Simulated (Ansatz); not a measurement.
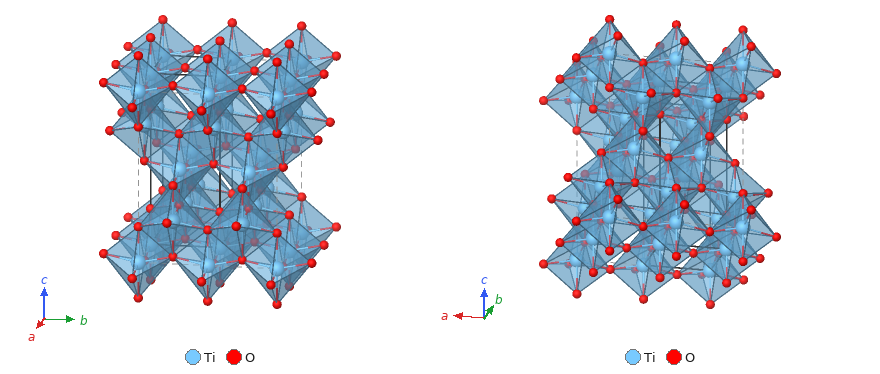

Polyhedra are drawn about Ti (bonds: O–Ti below 2.2 Å); other atoms are plain spheres. Two views of the same piece.

TiO₂ (space group I4_1/amd, No. 141): the input geometry of an electronic-structure calculation (not necessarily at equilibrium).

What figure surrounds each Ti atom, and what does it share with the other drawn polyhedra?

Answer. Ti: TiO6 octahedron, sharing edges with four neighbours and corners with four neighbours.

How do these polyhedra hang together as a whole?

Answer. They form a three-dimensional framework of corner- and edge-sharing octahedra.

How far apart are the centres of linked polyhedra?

Answer. Centre to centre across a shared edge: 3.04 Å; across a shared corner: 3.78 Å.
